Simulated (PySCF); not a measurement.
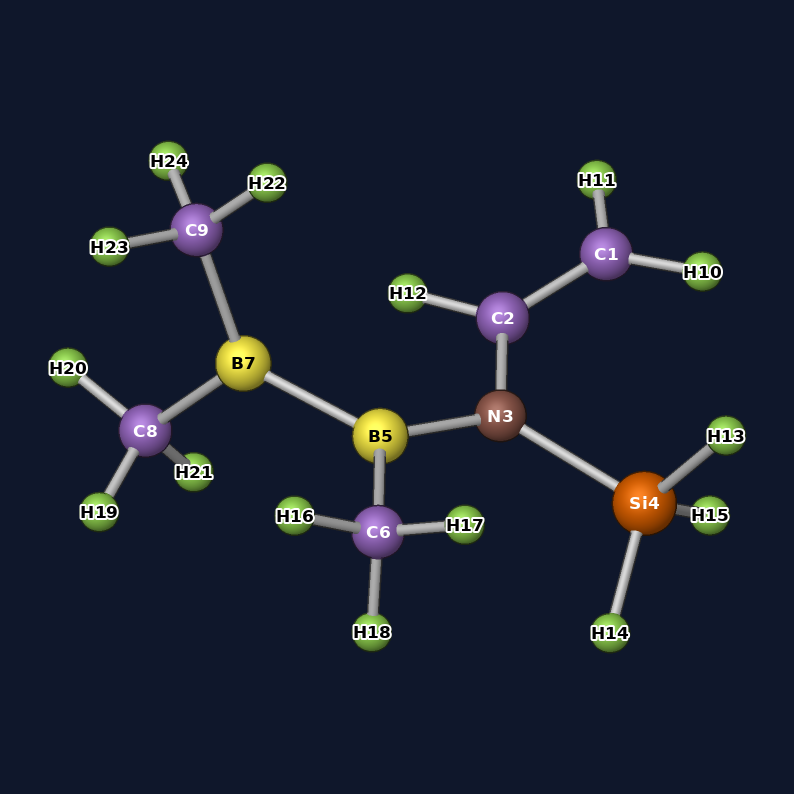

The questions are on isotropic NMR shieldings of the C atoms. The computed structure is the end point of a GFN2-xTB optimisation. No frequency run is at hand to confirm it as a minimum. Properties computed with GIAO PBE0/pcSseg-1 NMR shielding, non-relativistic, gas phase (PySCF 2.14.0).

**Which C atom is the most shielded (lowest chemical shift)?**

C6 (179.8 ppm).

**Which C atom is the least shielded (highest chemical shift)?**

C2 (30.6 ppm).

**How wide is the range of C shifts?**

149.2 ppm.

List the isotropic NMR shieldings of the C atoms.

```json
{"atom": "C1", "σ (ppm)": "86.7"}
{"atom": "C2", "σ (ppm)": "30.6"}
{"atom": "C6", "σ (ppm)": "179.8"}
{"atom": "C8", "σ (ppm)": "169.6"}
{"atom": "C9", "σ (ppm)": "169.2"}
```

The geometry is semi-empirical. Around B, Si such bond lengths and angles can be off by a tenth of an ångström or more and by several degrees, and values that hang on the shape move with them.
